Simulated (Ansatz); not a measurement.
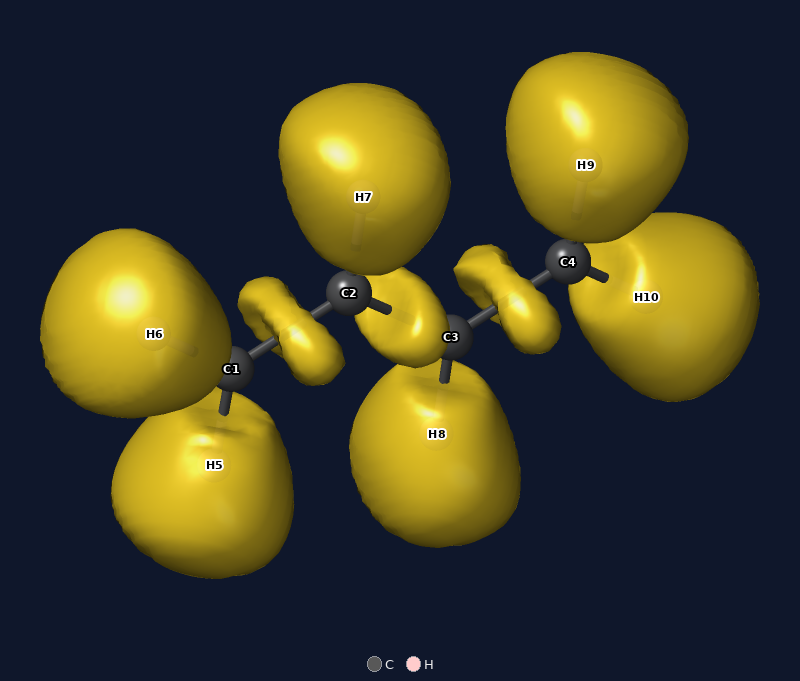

The picture shows: C4H6 (SMILES [CH2]/C=C/[CH2+]) (charge +1, doublet). Isosurface of the electron localisation function at 0.8 (yellow), seen at a tilt. Only the valence region is drawn (cores and ρ < 0.01 e/Å³ removed).

Geometry: B3LYP-D3(BJ)/6-311G**.

The calculation used isolated molecule in a Gaussian basis; Kohn-Sham density functional theory, functional PBE0 in Ansatz.

Input file:

```
crystal:
  periodic: [false, false, false]
  atoms:
    - {symbol: C, position_ang: [-1.649185, -0.895449, -0.270551]}
    - {symbol: C, position_ang: [-0.860147, 0.108563, 0.266762]}
    - {symbol: C, position_ang: [0.519207, 0.185315, 0.001942]}
    - {symbol: C, position_ang: [1.308264, 1.189611, 0.538694]}
    - {symbol: H, position_ang: [-1.224664, -1.658130, -0.915841]}
    - {symbol: H, position_ang: [-2.711709, -0.946402, -0.061025]}
    - {symbol: H, position_ang: [-1.316036, 0.856537, 0.908950]}
    - {symbol: H, position_ang: [0.975091, -0.562846, -0.640033]}
    - {symbol: H, position_ang: [0.883864, 1.952543, 1.183768]}
    - {symbol: H, position_ang: [2.370729, 1.240527, 0.328863]}
basis:
  gaussian:
    orbitals: def2-TZVPD
total_charge: 1
magnetization:
  spin_polarized: true
  initial_magnetization: 1
hamiltonian:
  xc: pbe0
output: {forces: true, orbitals: {seedname: orbitals}}
```

Command:

```sh
ansatz run input.yaml --threads 2 --pin off --max-ram 4350MiB --events-out events.jsonl --progress --plain --runs-dir runs
```

Q: What do the ELF domains correspond to?

A: The ELF exceeds this value in three regions between bonded C–C atoms (shared pairs) and six regions around hydrogen nuclei. Profiles from the grid: C–C (1.39 Å): the ELF peaks at about 0.95 between the atoms, as expected for localised, covalent bonding. C–H (1.08 Å): the ELF climbs to about 1 towards the hydrogen, as it does in any bond to H: an ordinary covalent bond to hydrogen.
